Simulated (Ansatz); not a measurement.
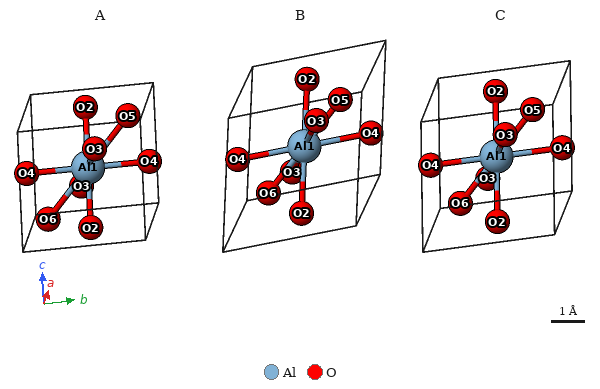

3 geometries from one relaxation of crystalline AlO₅ (a generated structure, set up in R-3m) (coarse preliminary run), in shuffled order. Style: ball-and-stick. Shown: the cell of the calculation, from a free direction.

These are results of DFT PBE, scalar-relativistic, plane waves, PAW in Ansatz, not measurements. Set-up: plane-wave cutoff 420 eV; k-point mesh 6 × 6 × 6; occupations gaussian; smearing width 0.1 eV; no spin polarisation; cell and atoms relaxed; force threshold 0.04 eV/Å; at most 70 steps.

> Order the frames from highest to lowest energy.

B, C, A. They are steps 0, 2, 9, at +3.565 eV per cell of the calculation, +1.113 eV per cell of the calculation relative to the last. The largest moves relative to the cell, 0.61 Å, are those of O5 and O6. O6 goes along [−1 −1 −1]. Al stays in place. The volume changes by −19.3 %, with a = b = c 4.238 → 3.857 Å (−9.0 %), α 76.4° → 86.1°, β 76.4° → 86.1°, γ 76.4° → 86.1°. Near-neighbour distances that change, for instance: Al1–O5 1.960 → 2.174 Å, Al1–O2 2.119 → 1.928 Å. The space group stays R-3m (No. 166). Over 7 accepted moves (9 points after the start) the energy falls by 3.565 eV per cell of the calculation. The largest force component goes from 3.8 to 0.0017 eV/Å. Pressure: 18.64 GPa at the start and 0.05 GPa at the end. At 2 points the geometry stayed and the basis and grid were re-selected for the new cell (energy shift of 16.8 meV per cell of the calculation at most each time). The run took 90 s on 1 thread of Intel(R) Xeon(R) Processor @ 2.50GHz (Skylake/Cascade Lake) (shared host), peak memory 0.37 GiB.

Limits of the set-up: an odd number of electrons was run without spin polarisation, which fails if the electron would localise.
